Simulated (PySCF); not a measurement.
Geometry relaxation, with input and output: AsF (charge +1) (part 1 of 2)

The run: geometry relaxation of AsF, charge +1, multiplicity 2. Method and program: UHF/pcseg-1, optimize (PySCF 2.14.0).

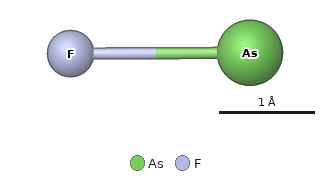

**Figure 1.** The starting structure (ball-and-stick view, seen on its broad side).

**Input**
```python
from pyscf import gto, scf
from pyscf.geomopt.geometric_solver import optimize

mol = gto.M(
    atom='As 0 0 0; F 0 0 1.89',
    basis='pcseg-1',
    charge=1,
    spin=1,
    verbose=4,
)
mf = scf.UHF(mol)
mf.kernel()
mol_eq = optimize(mf, maxsteps=30)
print('optimised geometry (angstrom)')
print(mol_eq.tostring('raw'))
print('orbital energies (hartree):', [e[max(0, n-3):n+3].round(4) for e, n in zip(mf.mo_energy, mol.nelec)])
```

Run on 1 CPU thread, shared host.

Launch command:
```bash
OMP_NUM_THREADS=1 python input.py
```

**Log**
```
PySCF version 2.14.0

[INPUT] verbose = 4
[INPUT] num. atoms = 2
[INPUT] num. electrons = 41
[INPUT] charge = 1
[INPUT] spin (= nelec alpha-beta = 2S) = 1
[INPUT] symmetry False subgroup None
[INPUT] Mole.unit = angstrom
[INPUT] Symbol           X                Y                Z      unit          X                Y                Z       unit  Magmom
[INPUT]  1 As     0.000000000000   0.000000000000   0.000000000000 AA    0.000000000000   0.000000000000   0.000000000000 Bohr   0.0
[INPUT]  2 F      0.000000000000   0.000000000000   1.890000000000 AA    0.000000000000   0.000000000000   3.571582375428 Bohr   0.0

nuclear repulsion = 83.1564188588572
number of shells = 6
number of NR pGTOs = 107
number of NR cGTOs = 41
basis = pcseg-1
ecp = {}

******** <class 'pyscf.scf.uhf.UHF'> ********
method = UHF
initial guess = minao
damping factor = 0
level_shift factor = 0
DIIS = <class 'pyscf.scf.diis.CDIIS'>
diis_start_cycle = 1
diis_space = 8
diis_damp = 0
SCF conv_tol = 1e-09
SCF conv_tol_grad = None
SCF max_cycles = 50
direct_scf = True
direct_scf_tol = 1e-13
number electrons alpha = 21  beta = 20
Set gradient conv threshold to 3.16228e-05
init E= -2332.10589245167

WARN: alpha nocc = 21  HOMO -0.150789180785591 >= LUMO -0.150789180785588

  beta  nocc = 20  HOMO = -0.551519532597293  LUMO = -0.150789180785591

WARN: HOMO -0.150789180785591 >= LUMO -0.150789180785591

cycle= 1 E= -2332.84717160445  delta_E= -0.741  |g|= 0.393  |ddm|= 1.13
  alpha nocc = 21  HOMO = -0.685825357561646  LUMO = -0.344802761417342
  beta  nocc = 20  HOMO = -0.733818214331144  LUMO = -0.386757347778945
  HOMO = -0.685825357562  LUMO = -0.386757347779  gap/eV = 8.13806
cycle= 2 E= -2332.89578240383  delta_E= -0.0486  |g|= 0.364  |ddm|= 0.762
  alpha nocc = 21  HOMO = -0.695577985735806  LUMO = -0.302999952363995
  beta  nocc = 20  HOMO = -0.851199815975556  LUMO = -0.349145897671192
  HOMO = -0.695577985736  LUMO = -0.349145897671  gap/eV = 9.42690
cycle= 3 E= -2332.94226557627  delta_E= -0.0465  |g|= 0.0418  |ddm|= 0.216
  alpha nocc = 21  HOMO = -0.687084145599364  LUMO = -0.274960225628083
  beta  nocc = 20  HOMO = -0.830786724872867  LUMO = -0.325661840958521
  HOMO = -0.687084145599  LUMO = -0.325661840959  gap/eV = 9.83480
cycle= 4 E= -2332.94380865817  delta_E= -0.00154  |g|= 0.0131  |ddm|= 0.0628
  alpha nocc = 21  HOMO = -0.690176429365571  LUMO = -0.271521112695178
  beta  nocc = 20  HOMO = -0.829558489040768  LUMO = -0.324573113294451
  HOMO = -0.690176429366  LUMO = -0.324573113294  gap/eV = 9.94857
cycle= 5 E= -2332.94413633854  delta_E= -0.000328  |g|= 0.00524  |ddm|= 0.0335
  alpha nocc = 21  HOMO = -0.690998837045159  LUMO = -0.271334348013989
  beta  nocc = 20  HOMO = -0.828733213459658  LUMO = -0.324981044358842
  HOMO = -0.690998837045  LUMO = -0.324981044359  gap/eV = 9.95985
cycle= 6 E= -2332.94421132281  delta_E= -7.5e-05  |g|= 0.0019  |ddm|= 0.0184
  alpha nocc = 21  HOMO = -0.690734223739923  LUMO = -0.271005081826257
  beta  nocc = 20  HOMO = -0.828718063293867  LUMO = -0.324547263605099
  HOMO = -0.69073422374  LUMO = -0.324547263605  gap/eV = 9.96445
cycle= 7 E= -2332.94421997314  delta_E= -8.65e-06  |g|= 0.000458  |ddm|= 0.00658
  alpha nocc = 21  HOMO = -0.690588483535825  LUMO = -0.270988382550812
  beta  nocc = 20  HOMO = -0.828796193635795  LUMO = -0.324479629499022
  HOMO = -0.690588483536  LUMO = -0.324479629499  gap/eV = 9.96233
cycle= 8 E= -2332.94422033494  delta_E= -3.62e-07  |g|= 0.000243  |ddm|= 0.00114
  alpha nocc = 21  HOMO = -0.69059116487282  LUMO = -0.270987604094541
  beta  nocc = 20  HOMO = -0.828909451944766  LUMO = -0.324467635085182
  HOMO = -0.690591164873  LUMO = -0.324467635085  gap/eV = 9.96273
cycle= 9 E= -2332.94422051357  delta_E= -1.79e-07  |g|= 0.000173  |ddm|= 0.000695
  alpha nocc = 21  HOMO = -0.690598116596304  LUMO = -0.270988151529334
  beta  nocc = 20  HOMO = -0.829077121372147  LUMO = -0.324466848614685
  HOMO = -0.690598116596  LUMO = -0.324466848615  gap/eV = 9.96294
cycle= 10 E= -2332.94422070341  delta_E= -1.9e-07  |g|= 8.11e-05  |ddm|= 0.00111
  alpha nocc = 21  HOMO = -0.690593470530987  LUMO = -0.270978751395435
  beta  nocc = 20  HOMO = -0.82915923482597  LUMO = -0.324457627135822
  HOMO = -0.690593470531  LUMO = -0.324457627136  gap/eV = 9.96306
cycle= 11 E= -2332.94422074935  delta_E= -4.59e-08  |g|= 3.66e-05  |ddm|= 0.000648
  alpha nocc = 21  HOMO = -0.690591385014669  LUMO = -0.270980497572762
  beta  nocc = 20  HOMO = -0.82919110283889  LUMO = -0.32445848974652
  HOMO = -0.690591385015  LUMO = -0.324458489747  gap/eV = 9.96298
cycle= 12 E= -2332.94422075669  delta_E= -7.33e-09  |g|= 1.38e-05  |ddm|= 0.000272
  alpha nocc = 21  HOMO = -0.690589410478758  LUMO = -0.270979739712935
  beta  nocc = 20  HOMO = -0.829200398509211  LUMO = -0.324458296759155
  HOMO = -0.690589410479  LUMO = -0.324458296759  gap/eV = 9.96294
cycle= 13 E= -2332.9442207575  delta_E= -8.18e-10  |g|= 4.35e-06  |ddm|= 9.2e-05
  alpha nocc = 21  HOMO = -0.690589995000026  LUMO = -0.270979997443422
  beta  nocc = 20  HOMO = -0.829200110624852  LUMO = -0.324459011035633
  HOMO = -0.690589995  LUMO = -0.324459011036  gap/eV = 9.96293
Extra cycle  E= -2332.94422075753  delta_E= -2.5e-11  |g|= 2.8e-06  |ddm|= 6.13e-06
converged SCF energy = -2332.94422075753  <S^2> = 0.76083899  2S+1 = 2.0108098
Create scanner for <class 'pyscf.grad.uhf.Gradients'>
Create scanner for <class 'pyscf.scf.uhf.UHF'>
input.py

Current date and time:

#|     Arguments passed to driver run_optimizer():      |#
customengine              <pyscf.geomopt.geometric_solver.PySCFEngine object>
logIni                    [file]
maxiter                   30
----------------------------------------------------------
Custom engine selected.
Bonds will be generated from interatomic distances less than 1.20 times sum of covalent radii
6 internal coordinates being used (instead of 6 Cartesians)
Internal coordinate system (atoms numbered from 1):
Distance 1-2
Translation-X 1-2
Translation-Y 1-2
Translation-Z 1-2
Rotation-A 1-2
Rotation-B 1-2
Rotation-C 1-2
<class 'geometric.internal.Distance'> : 1
<class 'geometric.internal.TranslationX'> : 1
<class 'geometric.internal.TranslationY'> : 1
<class 'geometric.internal.TranslationZ'> : 1
<class 'geometric.internal.RotationA'> : 1
<class 'geometric.internal.RotationB'> : 1
<class 'geometric.internal.RotationC'> : 1
> ===== Optimization Info: ====
> Job type: Energy minimization
> Maximum number of optimization cycles: 30
> Initial / maximum trust radius (Angstrom): 0.100 / 0.300
> Convergence Criteria:
> Will converge when all 5 criteria are reached:
>  |Delta-E| < 1.00e-06
>  RMS-Grad  < 3.00e-04
>  Max-Grad  < 4.50e-04
>  RMS-Disp  < 1.20e-03
>  Max-Disp  < 1.80e-03
> === End Optimization Info ===

Geometry optimization cycle 1
Cartesian coordinates (Angstrom)
 Atom        New coordinates             dX        dY        dZ
  As   0.000000   0.000000   0.000000    0.000000  0.000000  0.000000
   F   0.000000   0.000000   1.890000    0.000000  0.000000  0.000000

WARN: Mole.unit (angstrom) is changed to Bohr

New geometry
   1 As     0.000000000000   0.000000000000   0.000000000000 AA    0.000000000000   0.000000000000   0.000000000000 Bohr
   2 F      0.000000000000   0.000000000000   1.890000000000 AA    0.000000000000   0.000000000000   3.571582375428 Bohr

******** <class 'pyscf.scf.hf.UHF_Scanner'> ********
method = UHF_Scanner
initial guess = minao
damping factor = 0
level_shift factor = 0
DIIS = <class 'pyscf.scf.diis.CDIIS'>
diis_start_cycle = 1
diis_space = 8
diis_damp = 0
SCF conv_tol = 1e-09
SCF conv_tol_grad = None
SCF max_cycles = 50
direct_scf = True
direct_scf_tol = 1e-13
number electrons alpha = 21  beta = 20
Set gradient conv threshold to 3.16228e-05
init E= -2332.94422075753
  alpha nocc = 21  HOMO = -0.690589978796337  LUMO = -0.270979783394444
  beta  nocc = 20  HOMO = -0.829200944135576  LUMO = -0.324459005121211
  HOMO = -0.690589978796  LUMO = -0.324459005121  gap/eV = 9.96293
cycle= 1 E= -2332.94422075753  delta_E= -4.55e-13  |g|= 2.28e-06  |ddm|= 3.82e-06
  alpha nocc = 21  HOMO = -0.690590068683413  LUMO = -0.27097989033971
  beta  nocc = 20  HOMO = -0.829200368509907  LUMO = -0.324459201810368
  HOMO = -0.690590068683  LUMO = -0.32445920181  gap/eV = 9.96293
Extra cycle  E= -2332.94422075753  delta_E= -3.64e-12  |g|= 1.79e-06  |ddm|= 2.72e-06
converged SCF energy = -2332.94422075753  <S^2> = 0.76083895  2S+1 = 2.0108097

******** <class 'pyscf.grad.rhf.Gradients_Scanner'> for <class 'pyscf.scf.hf.UHF_Scanner'> ********
unit = Eh/Bohr
--------------- UHF_Scanner gradients ---------------
         x                y                z
0 As    -0.0000000000     0.0000000000    -0.0958534736
1 F     0.0000000000    -0.0000000000     0.0958534736
----------------------------------------------
cycle 1: E = -2332.94422076  dE = -2332.94  norm(grad) = 0.135557
Step    0 : Gradient = 9.585e-02/9.585e-02 (rms/max) Energy = -2332.9442207575
Hessian Eigenvalues: 5.00000e-02 5.00000e-02 5.00000e-02 ... 5.00000e-02 5.00000e-02 2.01397e-01

Geometry optimization cycle 2
Cartesian coordinates (Angstrom)
 Atom        New coordinates             dX        dY        dZ
  As   0.000000  -0.000000   0.100000    0.000000 -0.000000  0.100000
   F  -0.000000   0.000000   1.790000   -0.000000  0.000000 -0.100000
New geometry
   1 As     0.000000000000  -0.000000000000   0.100000000003 AA    0.000000000000  -0.000000000000   0.188972612463 Bohr
   2 F     -0.000000000000   0.000000000000   1.789999999997 AA   -0.000000000000   0.000000000000   3.382609762966 Bohr

******** <class 'pyscf.scf.hf.UHF_Scanner'> ********
method = UHF_Scanner
initial guess = minao
damping factor = 0
level_shift factor = 0
DIIS = <class 'pyscf.scf.diis.CDIIS'>
diis_start_cycle = 1
diis_space = 8
diis_damp = 0
SCF conv_tol = 1e-09
SCF conv_tol_grad = None
SCF max_cycles = 50
direct_scf = True
direct_scf_tol = 1e-13
number electrons alpha = 21  beta = 20
Set gradient conv threshold to 3.16228e-05
init E= -2333.10596163474
  alpha nocc = 21  HOMO = -0.644353288659734  LUMO = -0.236857778886268
  beta  nocc = 20  HOMO = -0.814883858720642  LUMO = -0.288838647325197
  HOMO = -0.64435328866  LUMO = -0.288838647325  gap/eV = 9.67405
cycle= 1 E= -2332.96508288912  delta_E= 0.141  |g|= 0.0476  |ddm|= 0.167
  alpha nocc = 21  HOMO = -0.670461256575013  LUMO = -0.253369749153586
  beta  nocc = 20  HOMO = -0.848726540185695  LUMO = -0.305968084720643
  HOMO = -0.670461256575  LUMO = -0.305968084721  gap/eV = 9.91836
cycle= 2 E= -2332.9661532549  delta_E= -0.00107  |g|= 0.0304  |ddm|= 0.0518
  alpha nocc = 21  HOMO = -0.670436422111709  LUMO = -0.253686338153331
  beta  nocc = 20  HOMO = -0.846195389780183  LUMO = -0.306234341208258
  HOMO = -0.670436422112  LUMO = -0.306234341208  gap/eV = 9.91044
cycle= 3 E= -2332.96649015807  delta_E= -0.000337  |g|= 0.00796  |ddm|= 0.0187
  alpha nocc = 21  HOMO = -0.670487651407802  LUMO = -0.253628370162406
  beta  nocc = 20  HOMO = -0.847733291133485  LUMO = -0.306183020064867
  HOMO = -0.670487651408  LUMO = -0.306183020065  gap/eV = 9.91323
cycle= 4 E= -2332.96656371992  delta_E= -7.36e-05  |g|= 0.00356  |ddm|= 0.0104
  alpha nocc = 21  HOMO = -0.670968981415696  LUMO = -0.254044500877748
  beta  nocc = 20  HOMO = -0.848643574568165  LUMO = -0.306560655109705
  HOMO = -0.670968981416  LUMO = -0.30656065511  gap/eV = 9.91606
cycle= 5 E= -2332.96658988171  delta_E= -2.62e-05  |g|= 0.00123  |ddm|= 0.00881
  alpha nocc = 21  HOMO = -0.670902116357795  LUMO = -0.253946750322994
  beta  nocc = 20  HOMO = -0.848584377447328  LUMO = -0.306437760606959
  HOMO = -0.670902116358  LUMO = -0.306437760607  gap/eV = 9.91758
cycle= 6 E= -2332.96659261141  delta_E= -2.73e-06  |g|= 0.000516  |ddm|= 0.00301
  alpha nocc = 21  HOMO = -0.670946451395436  LUMO = -0.253978986595037
  beta  nocc = 20  HOMO = -0.848510128662848  LUMO = -0.306467089800904
  HOMO = -0.670946451395  LUMO = -0.306467089801  gap/eV = 9.91799
cycle= 7 E= -2332.96659325381  delta_E= -6.42e-07  |g|= 0.000241  |ddm|= 0.00145
  alpha nocc = 21  HOMO = -0.67093820810987  LUMO = -0.253961534992394
  beta  nocc = 20  HOMO = -0.848404987109243  LUMO = -0.306454538471663
  HOMO = -0.67093820811  LUMO = -0.306454538472  gap/eV = 9.91811
cycle= 8 E= -2332.96659343664  delta_E= -1.83e-07  |g|= 4.93e-05  |ddm|= 0.00103
  alpha nocc = 21  HOMO = -0.670942893304396  LUMO = -0.253963750804316
  beta  nocc = 20  HOMO = -0.848398291397405  LUMO = -0.306459373718608
  HOMO = -0.670942893304  LUMO = -0.306459373719  gap/eV = 9.91810
cycle= 9 E= -2332.96659344376  delta_E= -7.12e-09  |g|= 1.35e-05  |ddm|= 0.000205
  alpha nocc = 21  HOMO = -0.670943021701476  LUMO = -0.253962941622651
  beta  nocc = 20  HOMO = -0.848398688343113  LUMO = -0.306459315987684
  HOMO = -0.670943021701  LUMO = -0.306459315988  gap/eV = 9.91811
cycle= 10 E= -2332.96659344417  delta_E= -4.16e-10  |g|= 4.51e-06  |ddm|= 4.35e-05
  alpha nocc = 21  HOMO = -0.670943232226317  LUMO = -0.253962932669564
  beta  nocc = 20  HOMO = -0.848399233613239  LUMO = -0.306459395603986
  HOMO = -0.670943232226  LUMO = -0.306459395604  gap/eV = 9.91811
Extra cycle  E= -2332.96659344421  delta_E= -3.18e-11  |g|= 2.77e-06  |ddm|= 6.35e-06
converged SCF energy = -2332.96659344421  <S^2> = 0.76149654  2S+1 = 2.0114637

******** <class 'pyscf.grad.rhf.Gradients_Scanner'> for <class 'pyscf.scf.hf.UHF_Scanner'> ********
unit = Eh/Bohr
--------------- UHF_Scanner gradients ---------------
         x                y                z
0 As    -0.0000000000    -0.0000000000    -0.0059362310
1 F     0.0000000000     0.0000000000     0.0059362310
```
